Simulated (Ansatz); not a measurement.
# GeH4O2···HF: what the fields show

Input file:

```
crystal:
  periodic: [false, false, false]
  atoms:
    - { symbol: Ge, position_ang: [0.038129, -0.324192, 0.019605] }
    - { symbol: H, position_ang: [0.353972, -0.105014, 1.515566] }
    - { symbol: H, position_ang: [1.174328, -0.234085, -1.01875] }
    - { symbol: O, position_ang: [-1.065271, 1.135201, -0.037192] }
    - { symbol: H, position_ang: [-1.126285, 1.563487, -0.911142] }
    - { symbol: O, position_ang: [-0.853608, -1.803315, -0.448709] }
    - { symbol: H, position_ang: [-1.584366, -1.989582, 0.169044] }
    - { symbol: F, position_ang: [0.87205, 1.997927, 1.514321] }
    - { symbol: H, position_ang: [0.046351, 1.716274, 1.155157] }
basis:
  gaussian: { orbitals: def2-SVP }
hamiltonian:
  xc: pbe
relax:
  f_tol: 0.03
  max_steps: 50
output:
  orbitals: {}
```

Launched as:

```sh
ansatz run input.yaml --threads 2 --pin off --max-ram 3072MiB --backend cpu --events-out ev --progress --plain --runs-dir out
```

The fields are those of the relaxed geometry.

Computed with Ansatz 0.2.0, RKS PBE/def2-SVP.

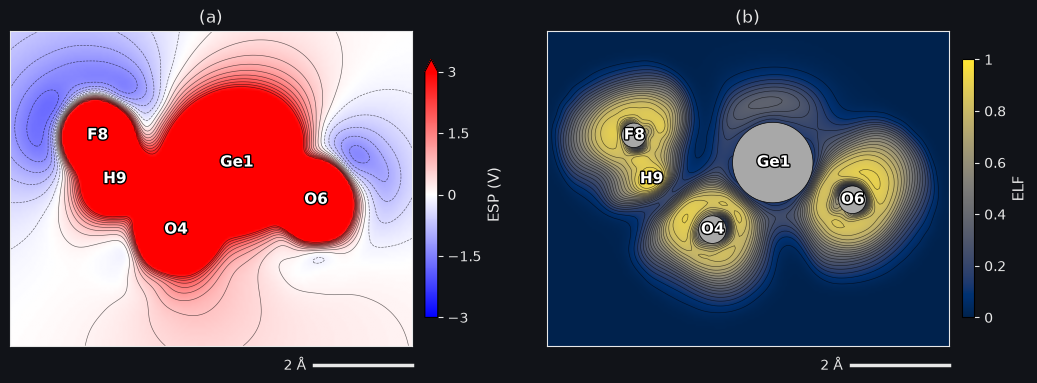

Figure 1. (a) molecular electrostatic potential; (b) ELF on the plane of atoms O4, Ge1 and O6. Grey discs cover the atomic cores in the ELF map.

What do the fields say about this system?

- Atoms in the plane: Ge, O, F and H.
- O4···H9 (1.62 Å): the ELF dips to about 0.20 between them: a closed-shell contact with the geometry of a hydrogen bond.
- Ge–O (1.79 Å): the ELF peaks at about 0.85 in the valence shell of O, 0.6 Å from its nucleus, and is about 0.35 at the midpoint.
- F–H (0.96 Å): the ELF climbs to about 0.95 towards the hydrogen, as it does in any bond to H; a covalent bond by its length.
- Ge–O (1.84 Å): the ELF peaks at about 0.85 in the valence shell of O, 0.6 Å from its nucleus, and is about 0.35 at the midpoint.
- The ELF also peaks beside O6 and F8, away from the bonds: lone-pair regions.
- Outside the dense part of the complex the potential is most negative (−1.7 V) near F8.

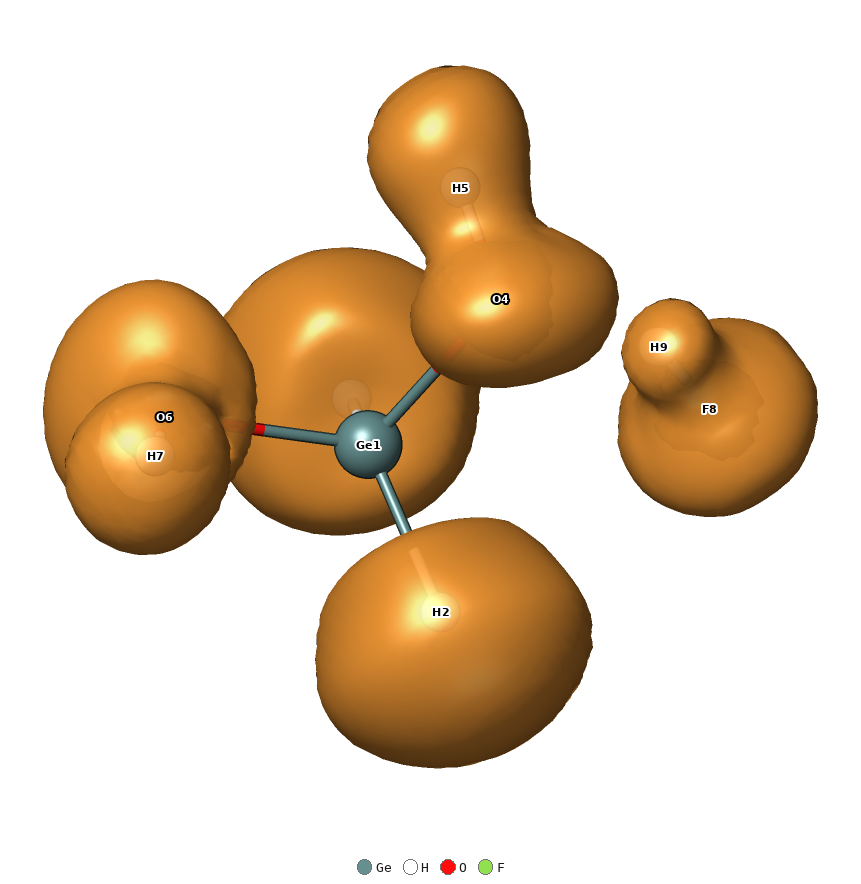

Figure 2. Isosurface of the ELF at 0.75 (orange), seen at a tilt. Only the valence region is drawn (cores and ρ < 0.01 e/Å³ removed).

Describe the localisation domains.

At this value the surface marks out two regions around hydrogen nuclei, one joined region spread over several atoms (F, H), in which their bonds and any lone pairs are merged and two joined regions spread over several atoms (H, O), in which their bonds and any lone pairs are merged.

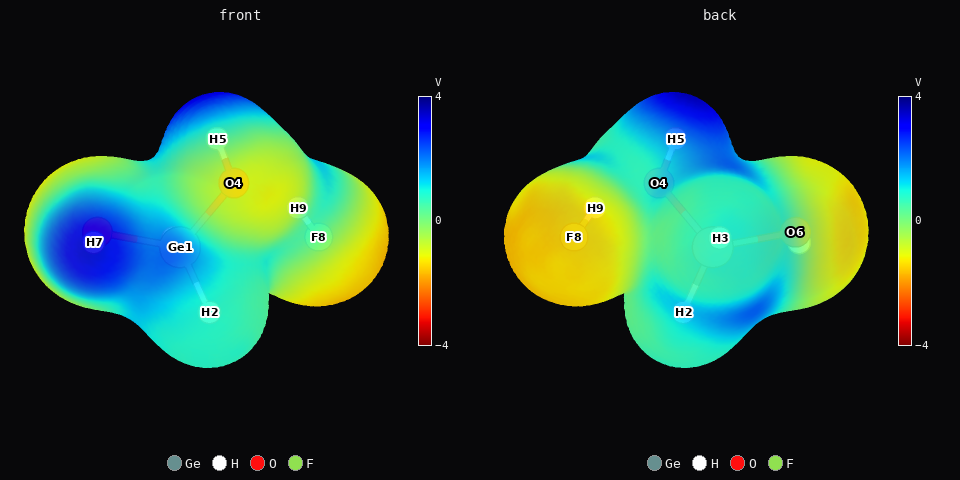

Figure 3. The electrostatic potential painted on the density surface at 0.004 e/bohr³, seen from the front and from behind; the colour scale runs from red (negative) to blue (positive).

Which sites attract a positive test charge, and which a negative one?

A positive charge is drawn to the negative regions and a negative charge to the positive ones. The most negative region (about −1.7 V) lies over F8, the most positive (about +3.4 V) over H5.
